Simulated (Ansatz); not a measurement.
BH6P

Input file:

```
crystal:
  periodic: [false, false, false]
  atoms:
    - {symbol: B, position_ang: [-0.665624, -0.385197, -0.449807]}
    - {symbol: H, position_ang: [-0.314339, -1.487848, 0.045417]}
    - {symbol: H, position_ang: [-0.438683, -0.461682, -1.619103]}
    - {symbol: H, position_ang: [-1.736708, -0.140443, 0.016388]}
    - {symbol: H, position_ang: [0.308660, -0.556822, 0.356371]}
    - {symbol: P, position_ang: [0.480269, 1.203865, 0.144868]}
    - {symbol: H, position_ang: [1.815625, 0.758196, -0.052078]}
    - {symbol: H, position_ang: [0.550801, 1.069931, 1.557844]}
basis:
  gaussian: {orbitals: def2-TZVPP}
hamiltonian: {xc: pbe0, dispersion: d4}
output: {orbitals: {seedname: orbitals}}
```

Run with:

```sh
ansatz run in.yaml --threads 2 --pin off --events-out ev --progress --plain --max-ram 4352MiB
```

A transition-state structure; geometry: PBE0-D4/def2-TZVP.

The calculation used RKS PBE0-D4/def2-TZVPP (Ansatz).

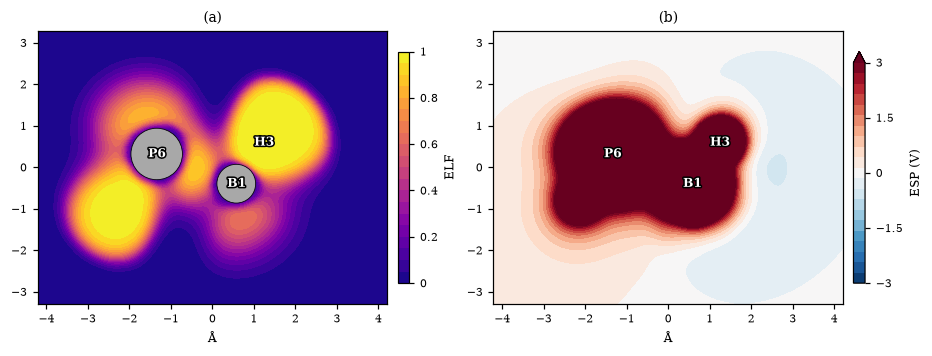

Figure 1. (a) electron localisation function; (b) molecular electrostatic potential on the plane of atoms H3, B1 and P6. Grey discs cover the atomic cores in the ELF map.

**Read the bonding off the picture.**

- The plane passes through B, H and P nuclei.
- B–P (2.05 Å): the ELF peaks at about 0.90 between the atoms: a shared electron pair.
- B–H (1.19 Å): the ELF climbs to about 1 towards the hydrogen, as it does in any bond to H: an ordinary covalent bond to hydrogen.
- Outside the dense part of the molecule the potential is most negative (−0.5 V) near H3.

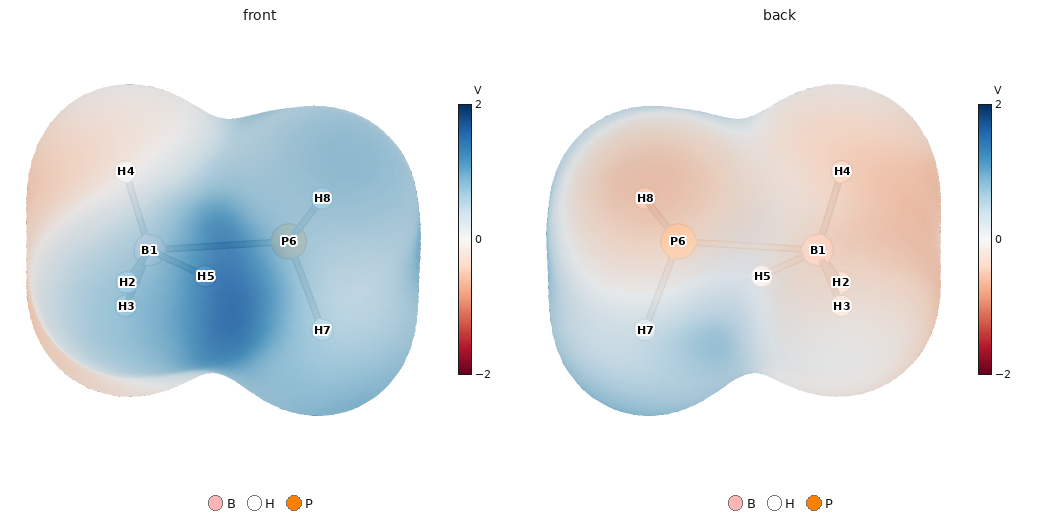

Figure 2. The electrostatic potential painted on the density surface at 0.002 e/bohr³, seen from the front and from behind; red is negative and blue positive.

**Which sites attract a positive test charge, and which a negative one?**

A positive charge is drawn to the negative regions and a negative charge to the positive ones. The most negative region (about −0.6 V) lies over P6, the most positive (about +1.6 V) over H5.

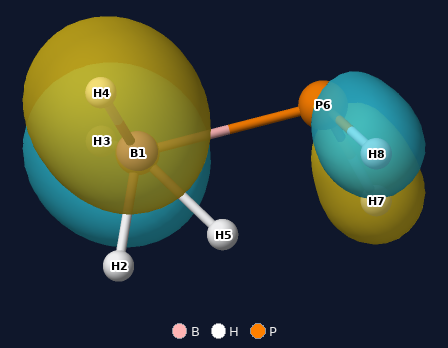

Figure 3. The HOMO−1 at ±0.15 Å⁻³ᐟ² (yellow and cyan are the two phases), seen from one side.

**Describe this orbital and give its energy.**

By Hirshfeld shares it lies mainly on B1 (about 35 %), H3 (about 20 %), H4 (about 20 %) and P6 (about 10 %). Its energy is −9.54 eV.
